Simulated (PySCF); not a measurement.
```xyz
2

Ga    0.0000    0.0000   -0.3262
O     0.0000    0.0000    1.4058
```

Computed with PBE0/cc-pVDZ(-PP), non-relativistic Hamiltonian with scalar-relativistic core potentials where named, at a bond length of 1.732 Å in PySCF 2.14.0.

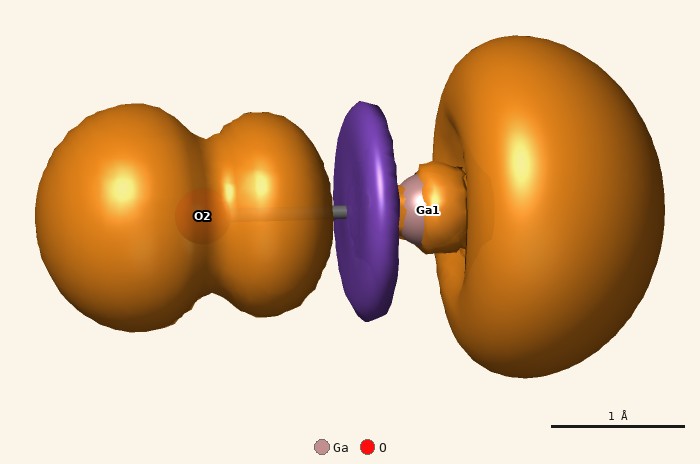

GaO (doublet). Isosurfaces of the spin density at +0.02 (orange) and −0.02 e/Å³ (purple), seen from one side.

Q: Where is the unpaired spin?

A: The unpaired spin (1 electron) lies mostly on O2 (about 0.6) and Ga1 (about 0.4), in electrons by Hirshfeld's partition.
